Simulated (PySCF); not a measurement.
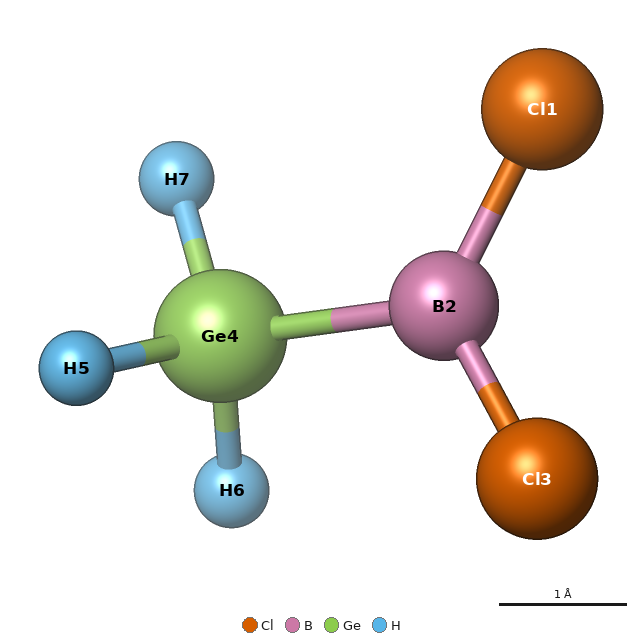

Orthographic view. Depth is shown by fading: the farther an atom, the more it takes the colour of the background. The computed structure is the end point of a PBE0-D3(BJ)/def2-SVP optimisation. No frequency run is at hand to confirm it as a minimum.

Write a Z-matrix (Å, degrees) in the order of the atom numbers, with these reference atoms: 2 to 1; 3 to 2, 1; 4 to 2, 1, 3; 5 to 4, 2, 1; 6 to 4, 5, 2; 7 to 4, 6, 5.

```
Cl 
B    1   1.747
Cl   2   1.748   1   118.5
Ge   2   2.068   1   121.5   3   179.1
H    4   1.541   2   109.0   1  -108.8
H    4   1.540   5   107.7   2   119.6
H    4   1.538   6   109.3   5  -117.9
```
